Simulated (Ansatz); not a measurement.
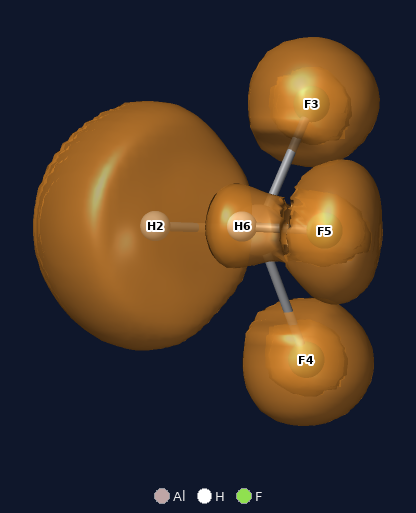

Figure 1: AlF2H···HF. Isosurface of the electron localisation function at 0.8 (orange), seen at an oblique angle. Core shells and regions of very low density are left out.

Method: RKS BHLYP/def2-SVP (Ansatz).

```tsv
atom	x (Å)	y (Å)	z (Å)
Al	0.0013	0.2350	-0.0834
H	0.0175	0.1969	1.4751
F	1.4062	0.3631	-0.9227
F	-1.4209	0.2719	-0.9017
F	0.0570	-2.3302	1.2209
H	0.0666	-1.6353	1.8238
```

Q: Identify the bonds, lone pairs and shells in this picture.

A: The surface consists of one region around a hydrogen nucleus, two regions wrapped around F (the valence shell of each) and one joined region spread over several atoms (F, H), in which their bonds and any lone pairs are merged.

Values along the shortest contacts:
Al1···H6 (2.67 Å): the ELF dips to about 0.05 between them. Al–F (1.64 Å): the ELF peaks at about 0.85 in the valence shell of F, 0.6 Å from its nucleus, and is about 0.30 at the midpoint.
